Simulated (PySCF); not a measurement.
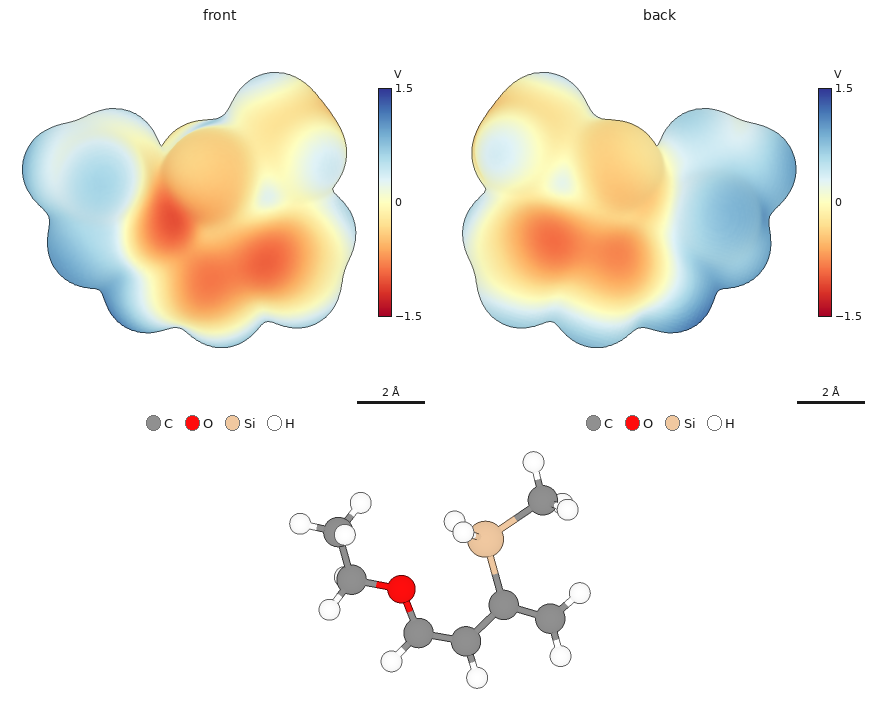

Figure. C$_{7}$H$_{14}$OSi (SMILES C=C(/C=C\OCC)[SiH2]C). The electrostatic potential painted on the density surface at 0.002 e/bohr³, seen from the front and from behind; the colour scale runs from red (negative) to blue (positive). The bare structure is drawn below in the same view.

Geometry: GFN2-xTB.

All numbers below come from PBE0/pcSseg-1, SCF density, gas phase, non-relativistic (PySCF 2.14.0).

```xyz
23

C     2.2966   -2.0835   -0.1060
C     1.1755   -1.3560   -0.1130
C    -0.0891   -2.0209   -0.3522
C    -1.2811   -1.4285   -0.2840
O    -1.4182   -0.1327    0.0937
C    -2.6330    0.5041   -0.2441
C    -2.6600    1.8710    0.4186
Si    1.1904    0.5205    0.1536
C     3.0034    1.0944    0.2546
H     3.2645   -1.6430    0.0552
H     2.2839   -3.1537   -0.2582
H    -0.0628   -3.0732   -0.6007
H    -2.2020   -1.9643   -0.4946
H    -3.4808   -0.1075    0.0988
H    -2.7060    0.6106   -1.3363
H    -1.8124    2.4588    0.0789
H    -3.5824    2.3869    0.1667
H    -2.5931    1.7627    1.4974
H     0.5617    0.8954    1.4241
H     0.6059    1.2143   -1.0042
H     3.5181    0.6633    1.1080
H     3.5661    0.8347   -0.6369
H     3.0500    2.1735    0.3635
```

### Where is the surface potential most negative and most positive?

The most negative region (about −1.0 V) lies over C1, C2, O5 and H19, the most positive (about +1.1 V) over H13.

### What dipole moment does the calculation give?

Its dipole moment is 2.41 D.
